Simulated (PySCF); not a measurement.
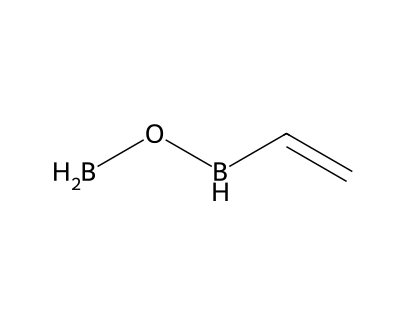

2D structure.

**Write the SMILES.**

BOBC=C

**What is the molecular formula?**

C2H6B2O.

**An optimisation with PBE0-D3(BJ)/def2-SVP gave a structure of which point group?**

Cs. Other conformers may differ.

More results for the same structure follow; atom numbers are the same in all pictures, views and colours differ. The geometry was computed by an optimisation with PBE0-D3(BJ)/def2-SVP. No frequency run is at hand to confirm it as a minimum.

## Geometry

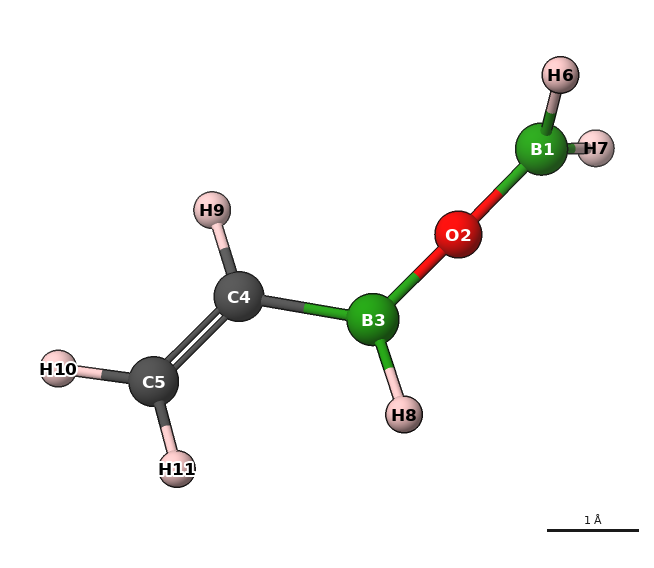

No frequency run is at hand to confirm it as a minimum.

List the bonds and their lengths.

```csv
bond,length (Å),order
B1–O2,1.331,single
B1–H6,1.211,single
B1–H7,1.211,single
O2–B3,1.343,single
B3–C4,1.550,single
B3–H8,1.213,single
C4–C5,1.342,double
C4–H9,1.098,single
C5–H10,1.096,single
C5–H11,1.096,single
```

## Quadrupole coupling

No frequency run is at hand to confirm it as a minimum. Electric field gradients from the ground-state density, PBE0/pcSseg-1 (PySCF 2.14.0), non-relativistic apart from any core potentials.

Give the largest field-gradient component, the quadrupole coupling constant and the asymmetry for 11B at B1 (Q = 40.59 mb), 17O at O2 (Q = −25.6 mb), 11B at B3 (Q = 40.59 mb), 2H at H6 (Q = 2.86 mb), 2H at H8 (Q = 2.86 mb).

```csv
atom,V_zz (a.u.),e²qQ/h (MHz),η
B1,0.454,4.33,0.45
O2,0.870,−5.24,0.21
B3,0.412,3.93,0.54
H6,0.196,0.131,0.06
H8,0.195,0.131,0.02
```

## Core levels

No frequency run is at hand to confirm it as a minimum. Properties computed with delta-SCF UKS SCAN, pcX-2 on the ionised atom, pcseg-1 elsewhere, spin-free X2C (PySCF 2.14.0).

Give the core-electron binding energies (to vacuum) of B1 1s, O2 1s, B3 1s, C4 1s, C5 1s.

| atom | level | binding energy (eV) |
| --- | --- | --- |
| B1 | 1s | 196.9 |
| O2 | 1s | 539.1 |
| B3 | 1s | 196.6 |
| C4 | 1s | 290.3 |
| C5 | 1s | 290.7 |

## Levels of theory compared

No frequency run is at hand to confirm it as a minimum. Program: PySCF 2.14.0.

Compare HOMO–LUMO gap (eV) at these levels: B3LYP/pcJ-1; B97-2/pcSseg-2; CAM-B3LYP/def2-SVPD; PBE0/pcSseg-1.

| level | HOMO–LUMO gap (eV) |
| --- | --- |
| B3LYP/pcJ-1 | 6.24 |
| B97-2/pcSseg-2 | 6.36 |
| CAM-B3LYP/def2-SVPD | 9.11 |
| PBE0/pcSseg-1 | 6.67 |
